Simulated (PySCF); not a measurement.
# H₆S₃Si₃ (cyclo-(H2SiS)3): what the fields show

The calculation's input:

```
{"job": {"kind": "uv", "xc": "B3LYP", "basis": "def2-SVPD", "ip": true, "nstates": 10}, "charge": 0, "multiplicity": 1}
Si     0.335079    -1.867752    -0.045450
H     -1.039509    -2.079858     0.484934
H      1.106509    -3.137226    -0.059814
S      1.399313    -0.491353     1.229419
Si    -0.198770     0.888030     1.647087
H     -1.089767     0.412498     2.741471
H      0.476930     2.154977     2.041669
S     -1.502805     1.149988    -0.047090
Si    -0.091313     0.920008    -1.657086
H      1.168429     1.646345    -1.340830
H     -0.741710     1.477705    -2.871389
S      0.293093    -1.156111    -2.071951
```

Command:

```sh
OMP_NUM_THREADS=1 python probes_run.py task.json out
```

Geometry: PBE0-D3(BJ)/def2-SVP.

Computed with B3LYP/def2-SVPD, SCF density, gas phase in PySCF.

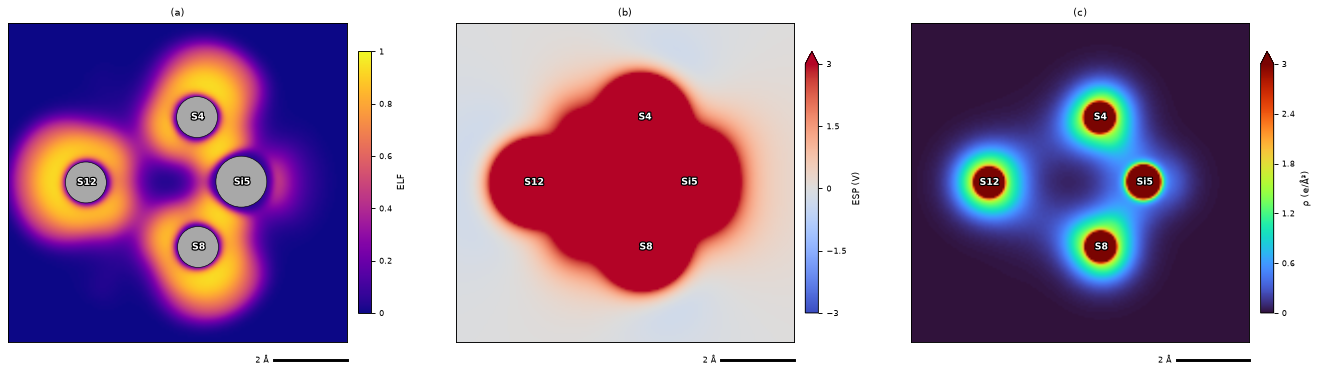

Figure 1. (a) electron localisation function; (b) electrostatic potential; (c) electron density on the plane of atoms S4, Si5 and S8. Grey discs cover the atomic cores in the ELF map.

Describe what can be read from this map.

Answer.
- Atoms in the plane: S and Si.
- Si–S (2.15 Å): ρ is about 0.79 e/Å³ halfway; the ELF peaks at about 0.90 between the atoms (a covalent bond).
- The ELF also peaks beside S8, S12 and S4, away from the bonds: lone-pair regions.
- The potential has no marked negative region in this plane.

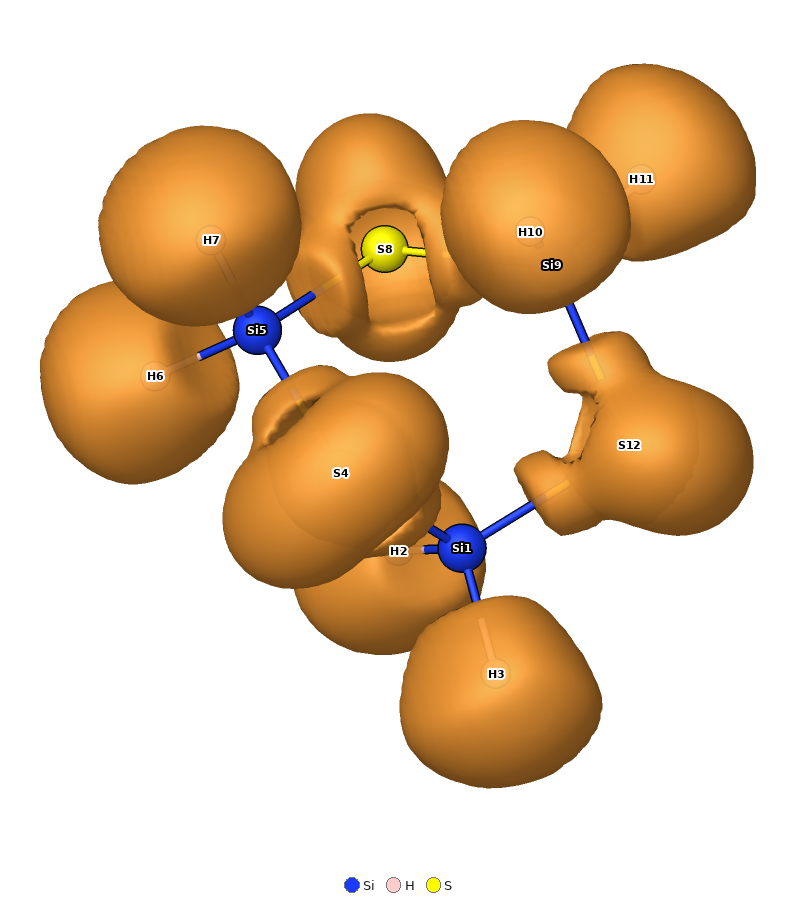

Figure 2. Isosurface of the ELF at 0.8 (orange), seen across its widest extent. Only the valence region is drawn (cores and ρ < 0.01 e/Å³ removed).

Describe the localisation domains.

Answer. The ELF exceeds this value in six regions around hydrogen nuclei and three regions on S in which the atom's valence shell and bonds are merged.


 Si–H (1.49 Å): the ELF climbs to about 1 towards the hydrogen, as it does in any bond to H.

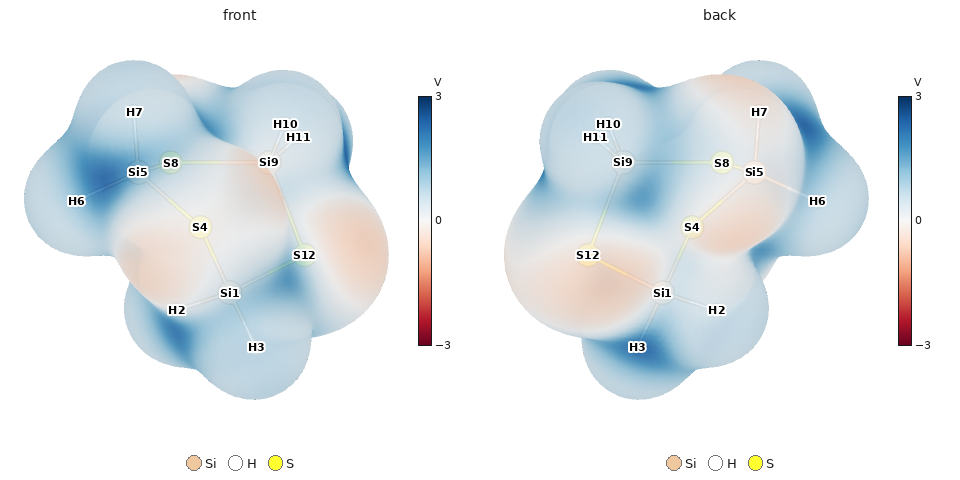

Figure 3. The molecular electrostatic potential painted on the density surface at 0.004 e/bohr³, seen from the front and from behind; red is negative and blue positive.

Describe the electrostatic potential map.

Answer. The most negative region (about −0.6 V) lies over S12, the most positive (about +2.3 V) over Si1, Si5 and Si9.

What dipole moment does the calculation give?

Answer. Its dipole moment is 0.63 D.
